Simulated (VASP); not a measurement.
Band structure of Ba (relaxed from the simple-cubic structure, space group Pm-3m). These are r2SCAN meta-GGA, VASP's PBE PAW potentials (set 64) (plane waves; VASP) values and carry that method's errors.

Unless said otherwise, spin-orbit coupling is left out, though it shifts the bands of the heavy elements here.

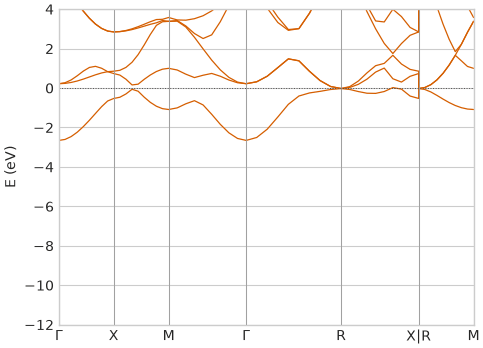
*Bands along high-symmetry lines, zero at the valence-band maximum or, without a gap, the Fermi level*

**Question.** Read the plot: is there a gap, and where are the band edges?

**Answer.** It has no gap at this level: it comes out as a metal or semimetal.

The structure was generated: Ba was put into the simple-cubic type (Pm-3m), which need not be its known phase. It was relaxed first, which changed the volume by -14 %.
